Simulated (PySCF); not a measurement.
# C3H8S2Si: electronic excitations at several levels of theory, part 2 of 2

PySCF 2.14.0. Atoms count from 0. The steps go on from the part before.

## Step 5: Excited states and response: PBE/def2-SVPD

What the job is given:

```
{"job": {"kind": "uv", "xc": "PBE", "basis": "def2-SVPD", "ip": true}, "charge": 0, "multiplicity": 1}
C     -2.021664    -0.052135    -0.853523
S     -0.869123     1.285742    -0.466914
C     -0.595134     1.004996     1.240527
C      0.623894     0.951244     1.799662
S      2.214985     0.974520     1.059794
Si     2.010932     0.001033    -0.869195
H     -1.526328    -1.031198    -0.778808
H     -2.360190     0.109001    -1.886260
H     -2.894864    -0.020931    -0.185646
H     -1.479739     0.949832     1.885042
H      0.690587     0.898096     2.891720
H      1.071485    -1.156487    -0.802495
H      1.731639     0.893815    -2.025569
H      3.403059    -0.525870    -1.028297
```

With the program's defaults for keys left out, this is: TDDFT PBE/def2-SVPD, vertical, gas phase, core orbitals frozen in the response.

The program printed:

```text
coarse grid: 13096 points
cycle   1  E = -1203.7206833051  dE =  3.179e-01  |g| = 3.757e-01  |ddm| = 5.771e+00
cycle   2  E = -1203.6766651951  dE =  4.402e-02  |g| = 5.446e-01  |ddm| = 1.631e+00
cycle   3  E = -1203.7584024912  dE = -8.174e-02  |g| = 1.139e-01  |ddm| = 1.252e+00
cycle   4  E = -1203.7621768808  dE = -3.774e-03  |g| = 4.659e-02  |ddm| = 3.863e-01
cycle   5  E = -1203.7627593826  dE = -5.825e-04  |g| = 1.692e-02  |ddm| = 9.667e-02
cycle   6  E = -1203.7628294831  dE = -7.010e-05  |g| = 7.326e-03  |ddm| = 3.561e-02
cycle   7  E = -1203.7628440375  dE = -1.455e-05  |g| = 1.939e-03  |ddm| = 1.335e-02
cycle   8  E = -1203.7628450662  dE = -1.029e-06  |g| = 5.583e-04  |ddm| = 5.048e-03
final grid: 112024 points
cycle   9  E = -1203.9278321279  dE = -5.360e-06  |g| = 1.445e-02  |ddm| = 1.487e-01
cycle  10  E = -1203.9276697013  dE =  1.624e-04  |g| = 2.776e-02  |ddm| = 6.671e-02
cycle  11  E = -1203.9278840250  dE = -2.143e-04  |g| = 3.293e-03  |ddm| = 5.499e-02
cycle  12  E = -1203.9278875509  dE = -3.526e-06  |g| = 8.321e-04  |ddm| = 8.355e-03
cycle  13  E = -1203.9278877325  dE = -1.815e-07  |g| = 2.872e-04  |ddm| = 1.656e-03
cycle  14  E = -1203.9278877542  dE = -2.170e-08  |g| = 1.058e-04  |ddm| = 6.348e-04
cycle  15  E = -1203.9278877575  dE = -3.321e-09  |g| = 1.900e-05  |ddm| = 2.391e-04
cycle  16  E = -1203.9278877576  dE = -1.125e-10  |g| = 6.125e-06  |ddm| = 6.786e-05
converged SCF energy = -1203.9278877576

Static polarisability (au): isotropic 113.617, principal 85.222 114.861 140.767

Singlet excitations
state   eV       nm        f      main configurations
  1   4.0748    304.3   0.06434   H->L 0.89
  2   4.5390    273.2   0.02125   H->L+1 0.93
  3   4.8161    257.4   0.00750   H->L+2 0.57, H-1->L 0.41
  4   4.8801    254.1   0.03440   H-1->L 0.49, H->L+2 0.38
  5   5.1913    238.8   0.01663   H->L+3 0.80, H->L+4 0.15
  6   5.2689    235.3   0.00684   H->L+4 0.83, H->L+3 0.14
  7   5.4973    225.5   0.01655   H-1->L+1 0.96
  8   5.7207    216.7   0.00532   H->L+5 0.83
  9   5.8001    213.8   0.00208   H-1->L+2 0.90
 10   5.8726    211.1   0.01733   H->L+6 0.94

Triplet excitations (Tamm-Dancoff, eV): 3.2496 4.3145 4.4051 4.6140
Vertical ionisation energy (delta-SCF) = 7.8318 eV
Vertical electron affinity (delta-SCF) = -0.6493 eV
```

It took 2.4 min on 1 thread, shared host.

Key values: HOMO -5.25 eV, LUMO -1.62 eV; lowest singlet 4.07 eV.

## Step 6: TDDFT and polarisability: B3LYP/def2-SVPD

Settings changed since step 5:

```diff
@@ -1,2 +1,2 @@
-{"job": {"kind": "uv", "xc": "PBE", "basis": "def2-SVPD", "ip": true}, "charge": 0, "multiplicity": 1}
+{"job": {"kind": "uv", "xc": "B3LYP", "basis": "def2-SVPD", "ip": true}, "charge": 0, "multiplicity": 1}
 C     -2.021664    -0.052135    -0.853523
```

Method: TDDFT B3LYP/def2-SVPD, vertical, gas phase, core orbitals frozen in the response.

The program printed:

```text
coarse grid: 13096 points
cycle   1  E = -1204.4851734114  dE =  3.771e-01  |g| = 2.725e-01  |ddm| = 5.410e+00
cycle   2  E = -1204.4888630776  dE = -3.690e-03  |g| = 2.552e-01  |ddm| = 1.167e+00
cycle   3  E = -1204.5071675697  dE = -1.830e-02  |g| = 5.192e-02  |ddm| = 6.159e-01
cycle   4  E = -1204.5078878597  dE = -7.203e-04  |g| = 2.227e-02  |ddm| = 1.908e-01
cycle   5  E = -1204.5080317499  dE = -1.439e-04  |g| = 6.794e-03  |ddm| = 5.549e-02
cycle   6  E = -1204.5080444103  dE = -1.266e-05  |g| = 1.434e-03  |ddm| = 1.376e-02
cycle   7  E = -1204.5080449350  dE = -5.247e-07  |g| = 4.908e-04  |ddm| = 4.250e-03
final grid: 112024 points
cycle   8  E = -1204.6395902090  dE = -2.363e-05  |g| = 3.721e-03  |ddm| = 9.666e-02
cycle   9  E = -1204.6395864825  dE =  3.726e-06  |g| = 5.207e-03  |ddm| = 1.576e-02
cycle  10  E = -1204.6395938744  dE = -7.392e-06  |g| = 6.603e-04  |ddm| = 1.139e-02
cycle  11  E = -1204.6395940094  dE = -1.350e-07  |g| = 1.657e-04  |ddm| = 1.607e-03
cycle  12  E = -1204.6395940148  dE = -5.371e-09  |g| = 9.090e-05  |ddm| = 3.665e-04
cycle  13  E = -1204.6395940169  dE = -2.157e-09  |g| = 2.456e-05  |ddm| = 1.785e-04
cycle  14  E = -1204.6395940171  dE = -1.664e-10  |g| = 7.266e-06  |ddm| = 5.214e-05
converged SCF energy = -1204.6395940171

Static polarisability (au): isotropic 110.223, principal 83.483 111.131 136.055

Singlet excitations
state   eV       nm        f      main configurations
  1   4.4473    278.8   0.08435   H->L 0.89
  2   4.9447    250.7   0.03178   H->L+1 0.93
  3   5.2895    234.4   0.00259   H->L+2 0.82, H-1->L 0.15
  4   5.3435    232.0   0.03649   H-1->L 0.80, H->L+2 0.15
  5   5.5771    222.3   0.01758   H->L+3 0.95
  6   5.6719    218.6   0.00147   H->L+4 0.91
  7   5.9971    206.7   0.02643   H-1->L+1 0.71, H->L+5 0.09
  8   6.1645    201.1   0.01952   H->L+5 0.76, H-1->L+1 0.16
  9   6.2933    197.0   0.01368   H->L+6 0.79
 10   6.3524    195.2   0.00260   H-1->L+2 0.48, H->L+7 0.37

Triplet excitations (Tamm-Dancoff, eV): 3.4004 4.6745 4.8679 5.0294
Vertical ionisation energy (delta-SCF) = 8.0114 eV
```

Wall time 1.7 min (1 thread, shared host).

This run: HOMO -6.07 eV, LUMO -0.91 eV; lowest singlet 4.45 eV.

## Step 7: TDDFT and polarisability: PBE0/def2-SVPD

Settings changed since step 6:

```diff
@@ -1,2 +1,2 @@
-{"job": {"kind": "uv", "xc": "B3LYP", "basis": "def2-SVPD", "ip": true}, "charge": 0, "multiplicity": 1}
+{"job": {"kind": "uv", "xc": "PBE0", "basis": "def2-SVPD", "ip": true}, "charge": 0, "multiplicity": 1}
 C     -2.021664    -0.052135    -0.853523
```

Level: TDDFT PBE0/def2-SVPD, vertical, gas phase, core orbitals frozen in the response.

The program printed:

```text
coarse grid: 13096 points
cycle   1  E = -1203.8991801644  dE =  3.949e-01  |g| = 2.291e-01  |ddm| = 5.456e+00
cycle   2  E = -1203.9066433692  dE = -7.463e-03  |g| = 1.779e-01  |ddm| = 9.552e-01
cycle   3  E = -1203.9156218590  dE = -8.978e-03  |g| = 3.784e-02  |ddm| = 4.594e-01
cycle   4  E = -1203.9160038501  dE = -3.820e-04  |g| = 1.570e-02  |ddm| = 1.617e-01
cycle   5  E = -1203.9160767213  dE = -7.287e-05  |g| = 5.172e-03  |ddm| = 4.723e-02
cycle   6  E = -1203.9160841114  dE = -7.390e-06  |g| = 1.048e-03  |ddm| = 1.180e-02
final grid: 112024 points
cycle   7  E = -1204.0407723669  dE = -1.765e-05  |g| = 8.673e-03  |ddm| = 1.062e-01
cycle   8  E = -1204.0407555794  dE =  1.679e-05  |g| = 1.153e-02  |ddm| = 3.176e-02
cycle   9  E = -1204.0407918954  dE = -3.632e-05  |g| = 1.085e-03  |ddm| = 2.188e-02
cycle  10  E = -1204.0407922443  dE = -3.489e-07  |g| = 2.778e-04  |ddm| = 2.861e-03
cycle  11  E = -1204.0407922635  dE = -1.918e-08  |g| = 9.103e-05  |ddm| = 5.529e-04
cycle  12  E = -1204.0407922656  dE = -2.116e-09  |g| = 3.325e-05  |ddm| = 2.655e-04
cycle  13  E = -1204.0407922659  dE = -3.051e-10  |g| = 1.090e-05  |ddm| = 8.166e-05
converged SCF energy = -1204.0407922659

Static polarisability (au): isotropic 109.230, principal 82.711 110.204 134.775

Singlet excitations
state   eV       nm        f      main configurations
  1   4.5460    272.7   0.08531   H->L 0.89
  2   5.1087    242.7   0.03577   H->L+1 0.91
  3   5.4423    227.8   0.01663   H-1->L 0.63, H->L+2 0.33
  4   5.4894    225.9   0.02542   H->L+2 0.63, H-1->L 0.32
  5   5.7999    213.8   0.01316   H->L+3 0.92
  6   5.8726    211.1   0.00272   H->L+4 0.79, H-1->L+1 0.08
  7   6.1810    200.6   0.03392   H-1->L+1 0.62, H->L+4 0.13, H->L+5 0.09
  8   6.3833    194.2   0.02222   H->L+5 0.69, H-1->L+1 0.18
  9   6.5221    190.1   0.01343   H->L+6 0.70, H->L+5 0.08
 10   6.5535    189.2   0.01197   H-1->L+2 0.41, H-2->L 0.28, H->L+7 0.16

Triplet excitations (Tamm-Dancoff, eV): 3.3835 4.7699 4.9532 5.1496
Vertical ionisation energy (delta-SCF) = 8.0498 eV
```

Run time: 2.2 min. Hardware: 1 thread, shared host.

Key values: HOMO -6.29 eV, LUMO -0.72 eV; lowest singlet 4.55 eV.

## Step 8: Ultraviolet spectrum: BHandHLYP/def2-SVPD

Settings changed since step 7:

```diff
@@ -1,2 +1,2 @@
-{"job": {"kind": "uv", "xc": "PBE0", "basis": "def2-SVPD", "ip": true}, "charge": 0, "multiplicity": 1}
+{"job": {"kind": "uv", "xc": "BHandHLYP", "basis": "def2-SVPD", "ip": true}, "charge": 0, "multiplicity": 1}
 C     -2.021664    -0.052135    -0.853523
```

Level: TDDFT BHandHLYP/def2-SVPD, vertical, gas phase, core orbitals frozen in the response.

The program printed:

```text
coarse grid: 13096 points
cycle   1  E = -1204.3853143324  dE =  4.986e-01  |g| = 2.523e-01  |ddm| = 5.076e+00
cycle   2  E = -1204.4063853185  dE = -2.107e-02  |g| = 1.247e-01  |ddm| = 9.790e-01
cycle   3  E = -1204.4108104938  dE = -4.425e-03  |g| = 5.291e-02  |ddm| = 4.133e-01
cycle   4  E = -1204.4116320093  dE = -8.215e-04  |g| = 1.556e-02  |ddm| = 1.421e-01
cycle   5  E = -1204.4116996775  dE = -6.767e-05  |g| = 4.572e-03  |ddm| = 5.216e-02
cycle   6  E = -1204.4117059489  dE = -6.271e-06  |g| = 1.220e-03  |ddm| = 1.074e-02
final grid: 112024 points
cycle   7  E = -1204.4960279164  dE = -1.130e-05  |g| = 2.054e-03  |ddm| = 5.810e-02
cycle   8  E = -1204.4960276900  dE =  2.265e-07  |g| = 2.323e-03  |ddm| = 8.962e-03
cycle   9  E = -1204.4960291093  dE = -1.419e-06  |g| = 2.543e-04  |ddm| = 4.314e-03
cycle  10  E = -1204.4960291264  dE = -1.714e-08  |g| = 1.000e-04  |ddm| = 7.090e-04
cycle  11  E = -1204.4960291296  dE = -3.187e-09  |g| = 3.210e-05  |ddm| = 2.952e-04
cycle  12  E = -1204.4960291300  dE = -3.524e-10  |g| = 7.518e-06  |ddm| = 9.838e-05
converged SCF energy = -1204.4960291300

Static polarisability (au): isotropic 106.206, principal 81.110 106.668 130.839

Singlet excitations
state   eV       nm        f      main configurations
  1   4.9515    250.4   0.11101   H->L 0.86
  2   5.4822    226.2   0.04790   H->L+1 0.71
  3   5.9027    210.0   0.00726   H->L+2 0.69, H->L+3 0.14
  4   5.9986    206.7   0.03675   H-1->L 0.73
  5   6.1674    201.0   0.02070   H->L+3 0.46, H->L+4 0.18, H->L+2 0.13
  6   6.2782    197.5   0.00209   H->L+4 0.42, H-1->L 0.13, H-1->L+1 0.10
  7   6.5626    188.9   0.02901   H->L+4 0.26, H-1->L+1 0.23, H->L+7 0.12
  8   6.7606    183.4   0.02972   H->L+5 0.72, H-1->L+2 0.13
  9   6.9884    177.4   0.00679   H->L+6 0.34, H->L+8 0.16, H-1->L+1 0.16
 10   7.0633    175.5   0.01338   H-1->L+1 0.30, H->L+7 0.25, H->L+8 0.11

Triplet excitations (Tamm-Dancoff, eV): 3.4726 5.0983 5.4118 5.5557
Vertical ionisation energy (delta-SCF) = 8.0970 eV
```

It took 72 s on 1 thread, shared host.

In short: HOMO -7.20 eV, LUMO 0.29 eV; lowest singlet 4.95 eV.

## Step 9: Side by side: electronic excitations

Excitations and ground-state properties, with basis size and wall time:

```tsv
run	lowest singlet (eV)	brightest (eV)	f	gap (eV)	α (Å³)	μ (D)	functions	time
HF/def2-SVPD	5.59	5.59	0.165	10.83	15.20	2.84	202	24 s
LDA/def2-SVPD	4.01	4.01	0.063	3.54	17.10	2.63	202	97 s
PBE/def2-SVPD	4.07	4.07	0.064	3.62	16.84	2.59	202	2.4 min
B3LYP/def2-SVPD	4.45	4.45	0.084	5.17	16.33	2.58	202	1.7 min
PBE0/def2-SVPD	4.55	4.55	0.085	5.57	16.19	2.68	202	2.2 min
BHandHLYP/def2-SVPD	4.95	4.95	0.111	7.50	15.74	2.67	202	72 s
```

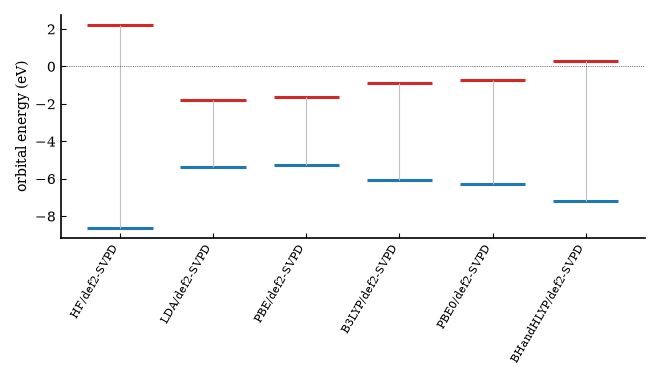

HOMO (blue) and LUMO (red) run by run.

## Step 10: Results

What follows sums up all 2 parts.

| quantity | value |
| --- | --- |
| point group | C1 |
| rotational constants (main isotopes) | 2.79, 1.31, 0.98 GHz |
| lowest singlet (HF/def2-SVPD) | 5.59 eV (222 nm), f = 0.165 |
| lowest triplet | 3.22 eV |
| vertical ionisation energy (ΔSCF) | 7.63 eV |
| range of the lowest singlet | 4.01 to 5.59 eV |

What this shows: Single values in the summary come from the first run of each kind that ended normally (HF/def2-SVPD), which need not be the best level. Over 11 steps the energy fell by 0.140 eV; of the close pairs, Si5–H13 changed most, 1.456 to 1.497 Å. No frequency check was run at this level, so the end point may be a saddle. The first singlet state (HOMO→LUMO+4 0.23, HOMO→LUMO 0.18) lies at 5.59 eV and is bright. The lowest triplet lies 2.36 eV below the lowest singlet (triplets in Tamm-Dancoff, singlets in full TDDFT). At HF/def2-SVPD, the highest states lie near or above the ionisation energy, where they hang on the basis. The orbital energy would give 8.62 eV for ionisation, ΔSCF gives 7.63 eV. The lowest singlet runs from 4.01 eV (LDA/def2-SVPD) to 5.59 eV (HF/def2-SVPD), while the orbital gap spans 3.54 to 10.83 eV: the excitation energy moves far less from run to run than the orbital gap does. The lowest state need not be the same one in every run. The runs solved for a few states only, so the brightest column depends on that window.
